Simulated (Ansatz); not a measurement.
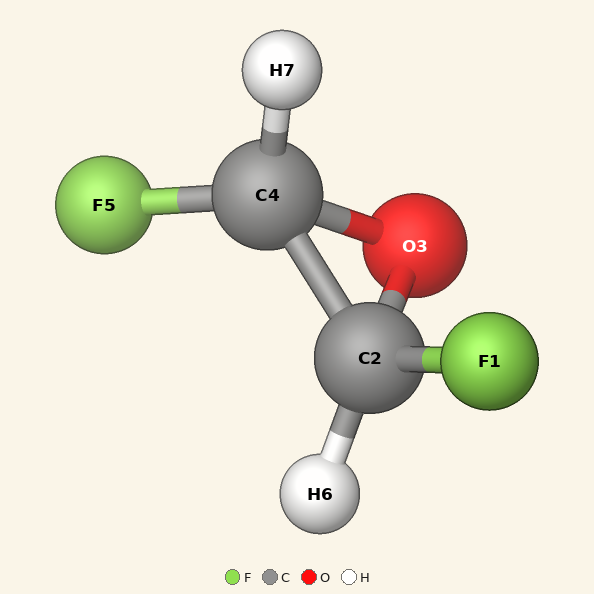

Atoms carry their numbers in the input. The geometry was computed by an optimisation with PBE-D4/def2-SVP. No frequency run is at hand to confirm it as a minimum.

List the bonds and their lengths.

| bond | length (Å) | order |
| --- | --- | --- |
| F1–C2 | 1.355 | single |
| C2–O3 | 1.411 | single |
| C2–C4 | 1.465 | single |
| C2–H6 | 1.107 | single |
| O3–C4 | 1.411 | single |
| C4–F5 | 1.355 | single |
| C4–H7 | 1.107 | single |
